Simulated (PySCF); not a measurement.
# C₅H₅FO: what the fields show

```xyz
12

O     2.5049    0.3027   -0.1204
C     1.3046    0.2557   -0.1090
C     0.3458    1.3321   -0.3758
C    -0.9077    0.9022   -0.2334
C    -0.9963   -0.5355    0.1598
C     0.4600   -1.0068    0.1878
F     0.7929   -1.5377    1.4119
H     0.6667    2.3245   -0.6348
H    -1.7981    1.4920   -0.3725
H    -1.6117   -1.1044   -0.5391
H    -1.4399   -0.6408    1.1527
H     0.6799   -1.7847   -0.5532
```

Geometry: GFN2-xTB.

These are results of PySCF 2.14.0, CAM-B3LYP/def2-SVPD, SCF density, gas phase, not measurements.

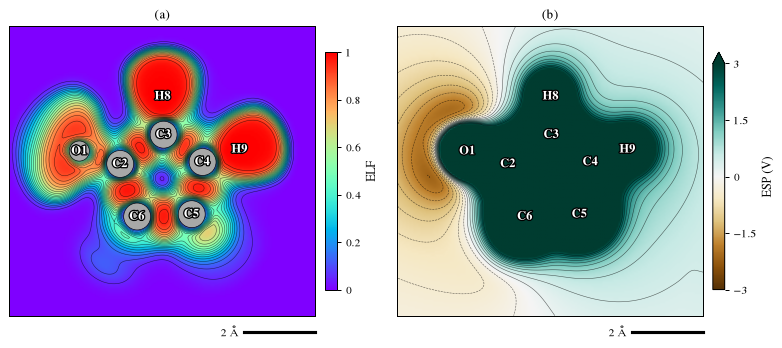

Figure 1. (a) ELF; (b) molecular electrostatic potential on the plane of atoms C2, C3 and C4. Grey discs cover the atomic cores in the ELF map.

What does the map show?

The plane passes through O, C and H nuclei.
C–O (1.20 Å): the ELF peaks at about 0.85 between the atoms; a multiple bond.
C–C (1.33 Å): the ELF peaks at about 0.95 between the atoms; a short, multiple covalent bond.
C–H (1.07 Å): the ELF climbs to about 1 towards the hydrogen, as it does in any bond to H: a covalent bond by its length.
C–C (1.47 Å): the ELF peaks at about 0.95 between the atoms, as expected for a covalent bond.
C–C (1.53 Å): the ELF peaks at about 0.95 between the atoms: a shared electron pair.
The ELF also peaks beside O1, away from the bonds: lone-pair regions.
Outside the dense part of the molecule the potential is most negative (−2.1 V) near O1.

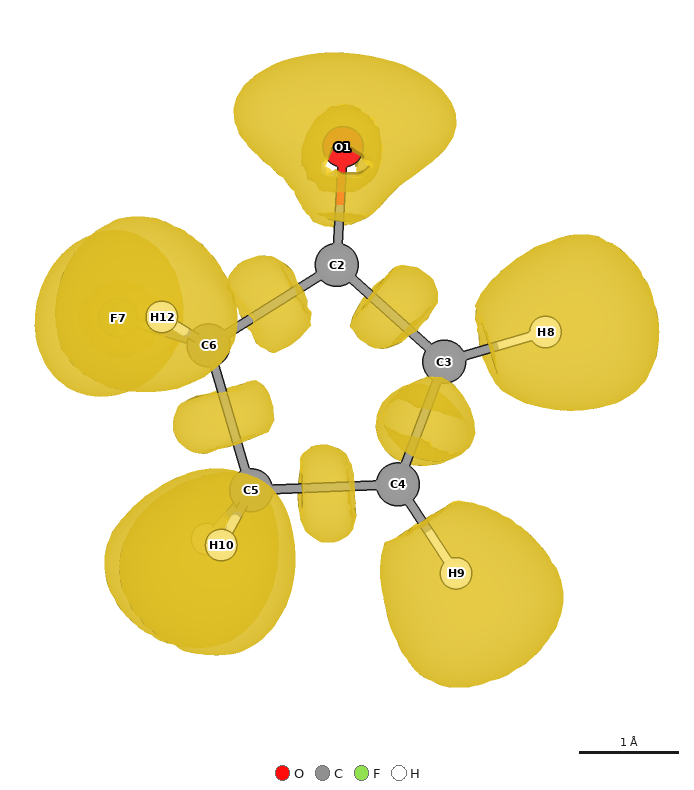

Figure 2. Isosurface of the electron localisation function at 0.75 (yellow), seen across its widest extent. Core shells and regions of very low density are left out.

What do the ELF domains correspond to?

The ELF exceeds this value in five regions between bonded C–C atoms (shared pairs), five regions around hydrogen nuclei, one region on F in which the atom's valence shell and bonds are merged and one region on O in which the atom's valence shell and bonds are merged.

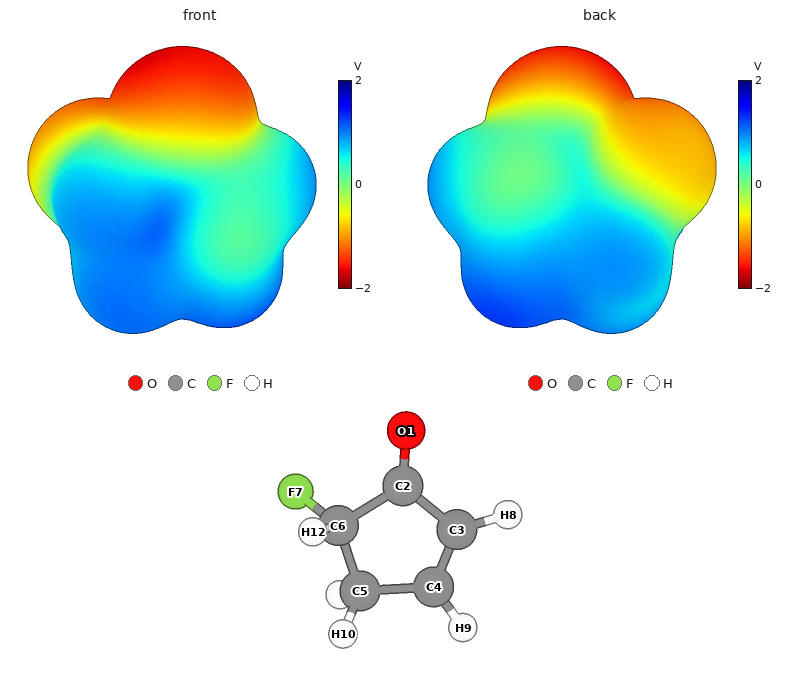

Figure 3. The molecular electrostatic potential painted on the density surface at 0.001 e/bohr³, seen from the front and from behind; red is negative and blue positive. The bare structure is drawn below in the same view.

Which sites attract a positive test charge, and which a negative one?

A positive charge is drawn to the negative regions and a negative charge to the positive ones. The most negative region (about −1.6 V) lies over O1, the most positive (about +1.3 V) over H9. O1 is the likeliest acceptor of a hydrogen bond.
